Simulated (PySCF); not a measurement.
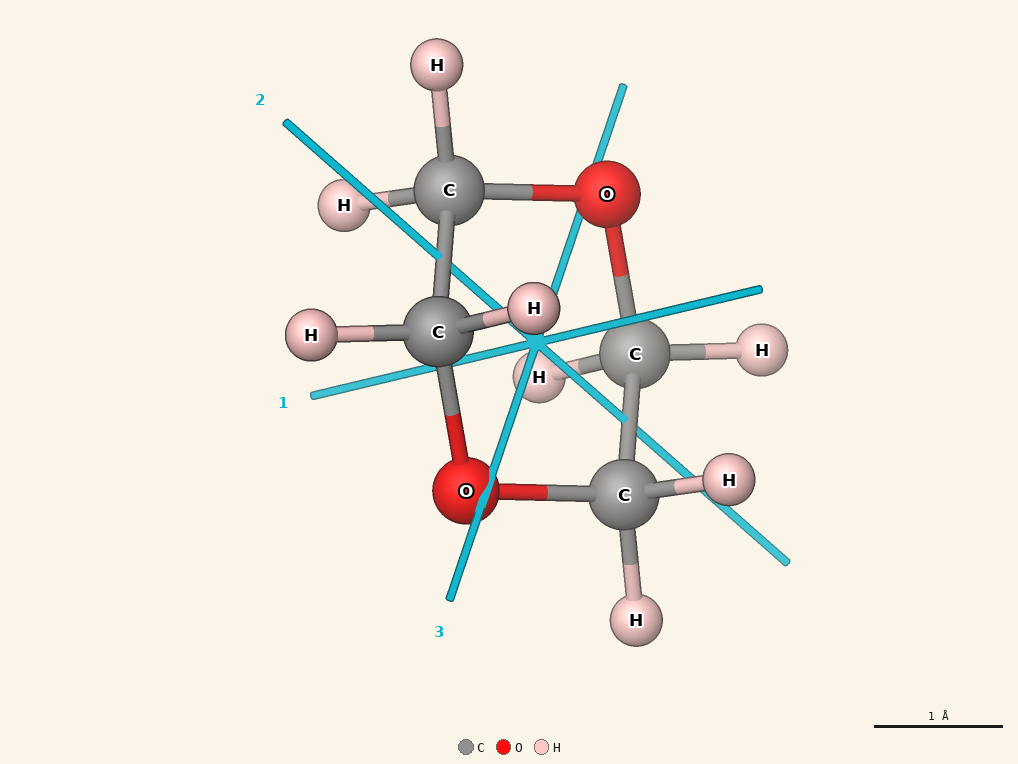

The three principal axes of inertia are drawn and numbered. Depth is shown by fading: the farther an atom, the more it takes the colour of the background. The computed structure is the end point of a PBE0-D3(BJ)/def2-SVP optimisation. No frequency run is at hand to confirm it as a minimum. Masses are those of the most abundant isotopes; constants are for the rigid equilibrium geometry.

> Which line is the a axis (least moment of inertia), which b and which c?

a is line 3, b is line 2, c is line 1; the moments are 98.1, 106, 182 u Å².

> Classify the rotor and give the rotational constants (cm⁻¹).

An asymmetric top (C2h): A = 0.172, B = 0.158, C = 0.0926 cm⁻¹. Ray's parameter κ is 0.66, nearer the oblate limit.
